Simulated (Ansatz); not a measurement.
**SiHClO (SMILES O[Si]Cl) at wB97X/STO-3G**

What is the energy change on altering one bond length of SiHClO at wB97X/STO-3G? 

The results are computed with Ansatz 0.2.0.

82 further runs of the same task are left out: 1 that didn't finish, 81 set aside as unsound or not needed.

## (1) Starting point

SiHClO: 4 atoms, total charge 0, spin state singlet. As SMILES, `O[Si]Cl`. The coordinates come from a PBE0-D4/def2-TZVP relaxation.

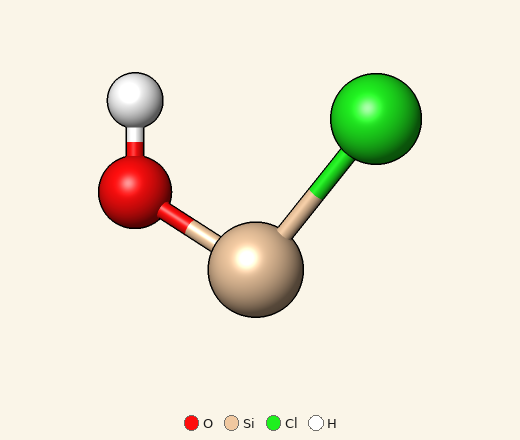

Viewed from a chosen angle; oxygen red, silicon light orange, chlorine green, hydrogen white.

## (2) The energy at wB97X/STO-3G

in.yaml reads:

```yaml
crystal:
  periodic: [false, false, false]
  atoms:
    - {symbol: O, position_ang: [-0.911800, 0.450200, -0.308700]}
    - {symbol: Si, position_ang: [-0.434200, -0.789700, 0.647000]}
    - {symbol: Cl, position_ang: [1.662300, -0.701000, 0.421400]}
    - {symbol: H, position_ang: [-0.260800, 0.980400, -0.780000]}
basis:
  gaussian: {orbitals: STO-3G}
hamiltonian: {xc: {name: wB97X}}
accuracy: high
```

Started as:

```console
ansatz run in.yaml --threads 1 --pin off --max-ram 2610MiB --events-out events.jsonl --progress --plain --runs-dir runs
```

Standard output:

```text
Warning: RAYON_NUM_THREADS=1 ignored (pool sized by the plan → 1); use --threads N
Functional definition: wB97X
  name "wB97X"
  parameter omega = 0.3/bohr
  parameter cx = 0.157706
  parameter cx1 = 0.726479
  parameter cx2 = 1.04760
  parameter cx3 = -5.70635
  parameter cx4 = 13.2794
  parameter css1 = -4.33879
  parameter css2 = 18.2308
  parameter css3 = -31.7430
  parameter css4 = 17.2901
  parameter cos1 = 2.37031
  parameter cos2 = -11.3995
  parameter cos3 = 6.58405
  parameter cos4 = -3.78132
  exchange = spin_sum(e_x_unif_sr(omega)*poly(b97_u_x, 1 - cx, cx1, cx2, cx3, cx4)) + cx*exact_x_sr(omega)
      + exact_x_lr(omega)
  correlation = spin_sum(e_c_pw_same_spin*poly(b97_u_same, 1, css1, css2, css3, css4))
      + integral(e_c_pw_opposite_spin*poly(b97_u_opposite, 1, cos1, cos2, cos3, cos4))
433 factors; integrals over basis functions are off by at most 3.0e-8 eV
152 factors; integrals over basis functions are off by at most 1.2e-9 eV
mean field evaluation 1: about -22205.6817 eV, gradient 2.2e1 eV
mean field evaluation 2: about -22206.5661 eV, gradient 2.1e1 eV
mean field evaluation 4: about -22207.7664 eV, gradient 3.3e-1 eV
mean field evaluation 8: about -22207.7594 eV, gradient 2.9e-3 eV
mean field evaluation 16: about -22207.7594 eV, gradient 3.9e-8 eV
mean field -22207.75935723 eV, -816.1201034182 hartree, gradient 3.8e-8 eV, S^2 0.000000; 0 other end points of the search recorded, 0 dependent functions left out
reference -22207.75935578 eV, -816.1201033649 hartree; 20, 20 occupied and 4, 4 virtual orbitals, 433 factors
Total energy: -22207.75935578 eV, -816.1201033649 hartree
```

It took 5.1 s on 1 thread of Arm Neoverse V1, shared host; peak memory 0.25 GiB.

## (3) The distorted shape, same level

run.yaml reads:

```yaml
crystal:
  periodic: [false, false, false]
  atoms:
    - {symbol: O, position_ang: [-1.031204, 0.760185, -0.547633]}
    - {symbol: Si, position_ang: [-0.434200, -0.789700, 0.647000]}
    - {symbol: Cl, position_ang: [1.662300, -0.701000, 0.421400]}
    - {symbol: H, position_ang: [-0.380204, 1.290385, -1.018933]}
basis:
  gaussian:
    orbitals: STO-3G
magnetization:
  spin_polarized: false
hamiltonian:
  xc: {name: wB97X}
accuracy: high
```

Started as:

```console
ansatz run run.yaml --threads 1 --pin off --max-ram 2610MiB --events-out events.jsonl --progress --plain --runs-dir runs
```

Standard output:

```text
Warning: RAYON_NUM_THREADS=1 ignored (pool sized by the plan → 1); use --threads N
Functional definition: wB97X
  name "wB97X"
  parameter omega = 0.3/bohr
  parameter cx = 0.157706
  parameter cx1 = 0.726479
  parameter cx2 = 1.04760
  parameter cx3 = -5.70635
  parameter cx4 = 13.2794
  parameter css1 = -4.33879
  parameter css2 = 18.2308
  parameter css3 = -31.7430
  parameter css4 = 17.2901
  parameter cos1 = 2.37031
  parameter cos2 = -11.3995
  parameter cos3 = 6.58405
  parameter cos4 = -3.78132
  exchange = spin_sum(e_x_unif_sr(omega)*poly(b97_u_x, 1 - cx, cx1, cx2, cx3, cx4)) + cx*exact_x_sr(omega)
      + exact_x_lr(omega)
  correlation = spin_sum(e_c_pw_same_spin*poly(b97_u_same, 1, css1, css2, css3, css4))
      + integral(e_c_pw_opposite_spin*poly(b97_u_opposite, 1, cos1, cos2, cos3, cos4))
429 factors; integrals over basis functions are off by at most 3.4e-8 eV
156 factors; integrals over basis functions are off by at most 1.2e-9 eV
mean field evaluation 1: about -22201.2075 eV, gradient 3.1e1 eV
mean field evaluation 2: about -22178.4364 eV, gradient 9.7e1 eV
mean field evaluation 4: about -22205.9902 eV, gradient 8.3e-1 eV
mean field evaluation 8: about -22205.9757 eV, gradient 5.2e-2 eV
mean field evaluation 16: about -22205.9758 eV, gradient 2.8e-6 eV
mean field -22205.97577009 eV, -816.0545577999 hartree, gradient 8.3e-8 eV, S^2 0.000000; 0 other end points of the search recorded, 0 dependent functions left out
reference -22205.97576859 eV, -816.0545577446 hartree; 20, 20 occupied and 4, 4 virtual orbitals, 429 factors
Total energy: -22205.97576859 eV, -816.0545577446 hartree
```

It took 5.4 s on 1 thread of Arm Neoverse V1, shared host; peak memory 0.25 GiB.

## (4) Outcome

At wB97X/STO-3G:

```
                                                          quantity          value
                                         first shape: total energy  -816.12010 Eh
                                     distorted shape: total energy  -816.05456 Eh
energy change with the O1–Si2 bond stretched from 1.637 to 2.046 Å       1.784 eV
```

What this shows: With the O1–Si2 bond stretched from 1.637 to 2.046 Å the energy rises by 1.78 eV (41 kcal/mol). The first shape isn't relaxed at this level, so the change isn't measured from a minimum. The minimal basis adds a large error of its own.
